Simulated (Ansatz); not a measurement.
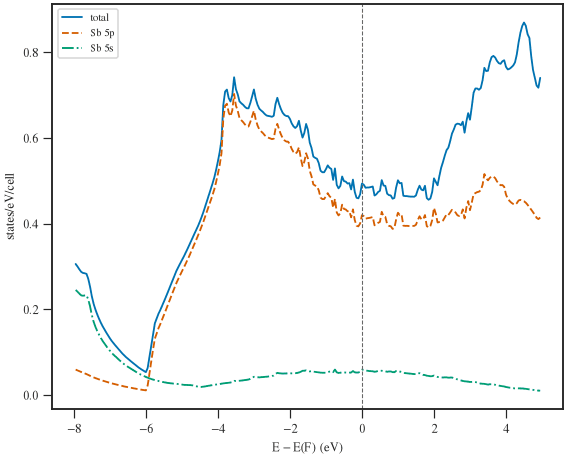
Total and projected density of states of Sb (simple cubic, Pm-3m), DFT-LDA in the program Ansatz with PAW potentials

Which orbitals carry the states next to the Fermi level?

Within 0.5 eV of the Fermi level: Sb 5p 86 %, Sb 5s 11 %. Projections are on Löwdin-orthogonalised atomic valence shells; empty p or d shells of many metals are not among them.

Where is the tallest occupied peak in this window, and what makes it?

Near -3.5 eV, about 0.74 states/eV per cell; the largest projected share is Sb 5p.

The workflow started from a Materials Project entry (that database holds measured and hypothetical structures alike); the Crystallography Open Database files this formula in space group No. 221, but the cells were not matched. It is not the phase usual at ambient conditions (space group No. 166). Symmetry was held in the LDA relaxation; its stability against distortions is not shown here. Spin–orbit coupling is left out wherever it is not named.

Potentials: the earlier of the program's two PAW sets. The files were generated under PBE; for other functionals the program regenerates the frozen cores, and for LDA and PBEsol the local potential too.
